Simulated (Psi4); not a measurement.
# GaH2SO (SMILES [OH][Ga][SH]), step by step

Aim: a structure relaxation (doublet GaH2SO, UBLYP-D3(BJ)/pcseg-1), then a single-point energy (singlet GaH2SO+, BLYP-D3(BJ)/pcseg-1), then a geometry optimisation (singlet GaH2SO+, BLYP-D3(BJ)/pcseg-1) of GaH2OS. 

Program for the calculation: Psi4 1.11.

## Step 1: The molecule

The species is GaH2SO (5 atoms), meant as a doublet with charge 0. As SMILES, `[OH][Ga][SH]`. The shape comes from GFN2-xTB, which is rough for such elements, and wasn't checked as a minimum. This is one conformer, not always the lowest. The run starts from this shape.

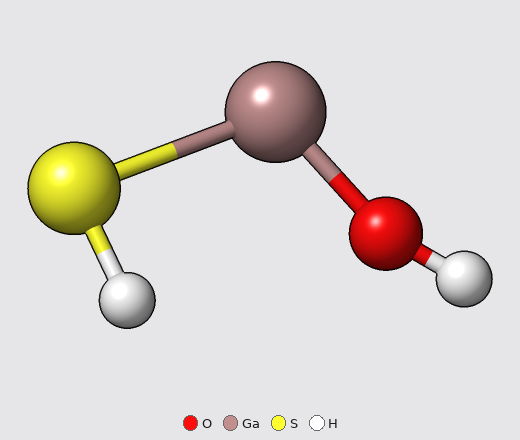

The structure, seen from a chosen angle (oxygen red, gallium pink, sulfur yellow, hydrogen white).

## Step 2: A geometry optimisation at UBLYP-D3(BJ)/pcseg-1 (density fitting) (run 1)

File calc.dat:

```
memory 1600 mb

molecule m {
  0 2
  O
  Ga 1 1.738116
  S 2 2.395306 1 108.07746
  H 1 0.952472 2 161.2665 3 -176.95891
  H 3 1.32553 2 88.88913 1 -2.25378
}

set basis pcseg-1
set reference uks

e, wfn = optimize('blyp-d3(bj)', return_wfn=True)
print_variables()
```

On the command line:

```sh
$ psi4 -i calc.dat -o calc.out -n 1
```

calc.out:

```text
[...]
  Running in c1 symmetry.
[...]
  Nuclear repulsion =  231.821250300682038
[...]
  Multiplicity = 2
[...]
  Nalpha       = 29
  Nbeta        = 28
[...]
    Number of basis functions: 69
[...]
   @DF-UKS iter   1: -2398.37749724602781   -2.81764e+00   1.74214e-02 ADIIS/DIIS
[...]
   @DF-UKS iter   8: -2399.34829345711205   -3.63798e-12   5.38774e-09 DIIS
[...]
   @S^2 Observed:                7.515624890E-01
[...]
    Orbital Energies [Eh]
    ---------------------
    Alpha Occupied:
       1A   -370.954973     2A    -88.099303     3A    -45.296220
       4A    -40.173966     5A    -40.172961     6A    -40.171644
       7A    -18.779560     8A     -7.668242     9A     -5.702199
      10A     -5.699768    11A     -5.692837    12A     -5.264826
      13A     -3.616822    14A     -3.614036    15A     -3.610800
      16A     -0.888480    17A     -0.758248    18A     -0.755581
      19A     -0.753879    20A     -0.753202    21A     -0.748090
      22A     -0.644593    23A     -0.436866    24A     -0.370004
      25A     -0.330218    26A     -0.288330    27A     -0.267892
      28A     -0.226336    29A     -0.194718
    Alpha Virtual:
[...]
  @DF-UKS Final Energy: -2399.34829345711205
   => Energetics <=
    Nuclear Repulsion Energy =            230.0831661027406767
    One-Electron Energy =               -3797.4543619509772725
    Two-Electron Energy =                1278.1185321800646761
    DFT Exchange-Correlation Energy =    -110.0881215931695039
    Empirical Dispersion Energy =          -0.0075081957700566
    VV10 Nonlocal Energy =                  0.0000000000000000
    Total Energy =                      -2399.3482934571120495
[...]
 Multipole Moments:
 ------------------------------------------------------------------------------------
     Multipole            Electronic (a.u.)      Nuclear  (a.u.)        Total (a.u.)
 ------------------------------------------------------------------------------------
 L = 1.  Multiply by 2.5417464519 to convert [e a0] to [Debye]
 Dipole X            :          0.0000011           -0.0001242           -0.0001232
 Dipole Y            :          5.3243880           -4.4798897            0.8444983
 Dipole Z            :          2.6010683           -2.8115665           -0.2104982
 Magnitude           :                                                    0.8703372
[...]
  -Total Gradient:
     Atom            X                  Y                   Z
    ------   -----------------  -----------------  -----------------
       1        0.000000968239     0.000036909445     0.000015083921
       2        0.000001175524    -0.000035068380    -0.000052630347
       3       -0.000001411255    -0.000003149371    -0.000094278008
       4       -0.000001402499     0.000024874387     0.000001216517
       5        0.000000652454     0.000023776704    -0.000057778127
[...]
    Final optimized geometry and variables:
    Molecular point group: c1
    Full point group: C1
    Geometry (in Angstrom), charge = 0, multiplicity = 2:
    O
    GA            1    1.867052
    S             2    2.315109      1  110.637120
    H             1    0.981061      2  114.519691      3  179.982782
    H             3    1.372029      2   90.201517      1    0.005890
  Variable Map:
  ----------------------------------------------------------------------------
  "BLYP-D3(BJ) DISPERSION CORRECTION ENERGY" =>      -0.007508195770
  "CURRENT ENERGY"                           =>   -2399.348293457112
  "CURRENT REFERENCE ENERGY"                 =>   -2399.348293457112
[...]
```

Standard output:

```text
Optimizer: Optimization complete!
```

Run time: 92 s. Hardware: 1 thread of Intel Xeon Platinum 8259CL at 2.50GHz (Skylake/Cascade Lake), shared host; peak memory 0.46 GiB.

The path in brief:

```
step  energy from the first frame kept (eV)  largest force (eV/Å)
   0                                 0.0000                2.0739
   1                                -0.1473                0.9055
   2                                -0.2357                0.7223
   3                                -0.4038                0.6923
   4                                -0.4185                0.3572
   5                                -0.4181                0.2792
   6                                -0.4247                0.0930
   7                                -0.4257                0.0337
   8                                -0.4258                0.0161
   9                                -0.4258                0.0073
  10                                -0.4258                0.0049
```

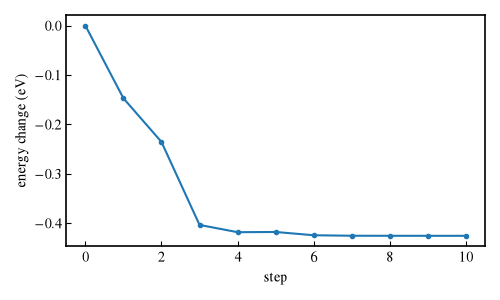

Energy along the run.

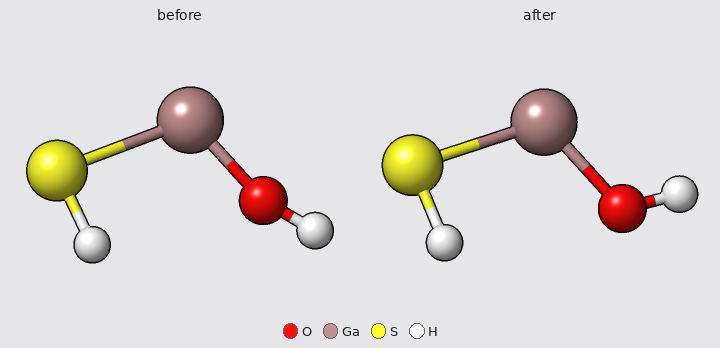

Before and after, at one scale.

After the run. Bond lengths: O1–Ga2 1.867 Å, Ga2–S3 2.315 Å, O1–H4 0.981 Å, S3–H5 1.372 Å. Angles: O1–Ga2–S3 110.6°, Ga2–O1–H4 114.5°, Ga2–S3–H5 90.2°.

## Step 3: The singlet cation: the energy at BLYP-D3(BJ)/pcseg-1 (density fitting) (run 2)

File input.dat:

```
memory 1600 mb

molecule geom {
  1 1
  O     -1.239301     0.158903    -0.564801
  Ga     0.011325     1.144604     0.409986
  S      1.880791    -0.139979     0.873312
  H     -2.057155     0.650575    -0.792517
  H      1.319953    -1.203347     0.212121
  symmetry c1
}

set basis pcseg-1

e, wfn = energy('blyp-d3bj2b', return_wfn=True)
print_variables()
```

On the command line:

```sh
$ psi4 -i input.dat -o output.dat -n 1
```

output.dat:

```text
[...]
  Running in c1 symmetry.
[...]
  Nuclear repulsion =  230.083185885524898
[...]
  Multiplicity = 1
[...]
  Nalpha       = 28
  Nbeta        = 28
[...]
    Number of basis functions: 69
[...]
   @DF-RKS iter   1: -2397.87495278450479   -2.40994e+00   1.72869e-02 ADIIS/DIIS
[...]
   @DF-RKS iter  12: -2399.03912752817860   -1.71112e-08   4.54900e-07 DIIS
[...]
    Orbital Energies [Eh]
    ---------------------
    Doubly Occupied:
       1A   -371.236211     2A    -88.343453     3A    -45.575435
       4A    -40.453165     5A    -40.453043     6A    -40.450448
       7A    -19.023947     8A     -7.910053     9A     -5.946143
      10A     -5.941187    11A     -5.932823    12A     -5.543363
      13A     -3.895012    14A     -3.893627    15A     -3.887733
      16A     -1.122419    17A     -1.034232    18A     -1.032815
      19A     -1.031337    20A     -1.027549    21A     -1.020250
      22A     -0.871718    23A     -0.667949    24A     -0.595642
      25A     -0.555839    26A     -0.514755    27A     -0.494208
      28A     -0.443211
[...]
  @DF-RKS Final Energy: -2399.03912752817860
   => Energetics <=
    Nuclear Repulsion Energy =            230.0831858855248981
    One-Electron Energy =               -3782.8327029318415953
    Two-Electron Energy =                1263.5034021689280053
    DFT Exchange-Correlation Energy =    -109.7855044548193320
    Empirical Dispersion Energy =          -0.0075081959709054
    VV10 Nonlocal Energy =                  0.0000000000000000
    Total Energy =                      -2399.0391275281785965
[...]
 Multipole Moments:
 ------------------------------------------------------------------------------------
     Multipole            Electronic (a.u.)      Nuclear  (a.u.)        Total (a.u.)
 ------------------------------------------------------------------------------------
 L = 1.  Multiply by 2.5417464519 to convert [e a0] to [Debye]
 Dipole X            :         -1.4447036            0.8520888           -0.5926148
 Dipole Y            :          5.8496443           -5.0313345            0.8183098
 Dipole Z            :          1.3920986           -1.3906518            0.0014468
 Magnitude           :                                                    1.0103590
[...]
```

Run time: 9 s. Hardware: 1 thread of Intel Xeon Platinum 8259CL at 2.50GHz (Skylake/Cascade Lake), shared host; peak memory 0.41 GiB.

## Step 4: The singlet cation: a geometry optimisation at BLYP-D3(BJ)/pcseg-1 (density fitting) (run 3)

File job.inp:

```
memory 1600 MB

molecule system {
  1 1
  O     -1.239301     0.158903    -0.564801
  Ga     0.011325     1.144604     0.409986
  S      1.880791    -0.139979     0.873312
  H     -2.057155     0.650575    -0.792517
  H      1.319953    -1.203347     0.212121
  symmetry c1
}


opt("blyp-d3(bj)/pcseg-1")
```

On the command line:

```sh
$ psi4 -n 1 job.inp job.out
```

job.out:

```text
Psi4 1.11 release

gradient() will perform analytic gradient computation.

   => Loading Basis Set <=

    Name: PCSEG-1
    Role: ORBITAL
    Keyword: BASIS

   => BLYP-D3(BJ): Empirical Dispersion <=

        s6 =       1.000000
        s8 =       2.699600
        a1 =       0.429800
        a2 =       4.235900

         ---------------------------------------------------------
                                   SCF
                              RKS Reference
                        1 Threads,   1525 MiB Core
         ---------------------------------------------------------

  ==> Geometry <==

    Molecular point group: c1
    Full point group: C1

    Geometry (in Angstrom), charge = 1, multiplicity = 1:

[... 145 lines left out ...]
   @DF-RKS iter   2: -2387.65227722491591    1.02227e+01   6.25240e-02 DIIS/ADIIS
[... 607 lines left out ...]
   @DF-RKS iter   3: -2399.06367651445726   -4.66193e-02   6.66033e-04 DIIS/ADIIS
[... 525 lines left out ...]
   @DF-RKS iter   8: -2399.07100015889637   -2.69392e-09   1.37183e-07 DIIS
[... 505 lines left out ...]
    Two-Electron Energy =                1272.2293804638884467
[... 599 lines left out ...]
	   Step    Total Energy     Delta E     Max Force     RMS Force      Max Disp      RMS Disp
[... 592 lines left out ...]
   @DF-RKS iter   4: -2399.07255422318804   -2.29134e-08   1.68040e-06 DIIS
[... 449 lines left out ...]
 Dipole Y            :          0.0884760           -1.0150346           -0.9265586
[... 675 lines left out ...]
   @DF-RKS iter   1: -2399.00919439827976   -9.81042e-06   2.01341e-06 DIIS
[... 505 lines left out ...]
    Two-Electron Energy =                1281.3002229682163033
[... 620 lines left out ...]
	  Convergence Criteria     1.00e-06 *    3.00e-04 *             o    1.20e-03 *             o
[... 17 lines left out ...]
    Geometry (in Angstrom), charge = 1, multiplicity = 1:

    O           -1.540723682287     0.678175895607    -0.155722082488
    GA           0.057539717939    -0.015658036583    -0.625004035525
    S            0.671369106723    -0.265968706382     1.383814004944
    H           -2.243475646267     0.086745083189     0.288855910578
    H            1.462313096494    -1.341482706128     1.026970846610

PsiException: Could not converge geometry optimization in 50 iterations.

psi4.driver.p4util.exceptions.OptimizationConvergenceError: Could not converge geometry optimization in 50 iterations.

Printing out the relevant lines from the Psithon --> Python processed input file:
      H     -2.057155     0.650575    -0.792517
      H      1.319953    -1.203347     0.212121
      symmetry c1
    ""","system")
    core.IO.set_default_namespace("system")
--> opt("blyp-d3(bj)/pcseg-1")

!-------------------------------------------------------------!
!                                                             !
!  Could not converge geometry optimization in 50 iterations. !
!                                                             !
!-------------------------------------------------------------!

    Psi4 run time: 0:03:40.69

[set-up sections that repeat, and orbital energies of the middle runs, are left out above]
```

It took 3.7 min on 1 thread of Intel Xeon Platinum 8259CL at 2.50GHz (Skylake/Cascade Lake), shared host; peak memory 0.46 GiB.

No converged result was reached.

## Step 5: Results

| quantity | value |
| --- | --- |
| run 1, UBLYP-D3(BJ)/pcseg-1: total energy at the end | -2399.34829 Eh |
| run 1, UBLYP-D3(BJ)/pcseg-1: dipole moment | 2.21 D |
| run 1, UBLYP-D3(BJ)/pcseg-1: HOMO energy (highest over α and β) | -5.30 eV |
| run 1, UBLYP-D3(BJ)/pcseg-1: LUMO energy (lowest over α and β) | -4.49 eV |
| run 1, UBLYP-D3(BJ)/pcseg-1: dispersion energy | -19.71 kJ/mol |
| run 1, UBLYP-D3(BJ)/pcseg-1: ⟨S²⟩ | 0.752 |
| singlet cation, run 2: total energy | -2399.03913 Eh |
| singlet cation, run 2: HOMO energy | -12.06 eV |
| singlet cation, run 2: LUMO energy | -11.53 eV |
| singlet cation, run 2: HOMO–LUMO gap | 0.53 eV |
| singlet cation, run 2: dispersion energy | -19.71 kJ/mol |
| singlet cation, run 3 | no result (not converged) |

**Reading.** The optimisation (run 1, UBLYP-D3(BJ)/pcseg-1) took 11 steps and changed the energy by -0.426 eV. 1 of the 3 runs did not end normally.
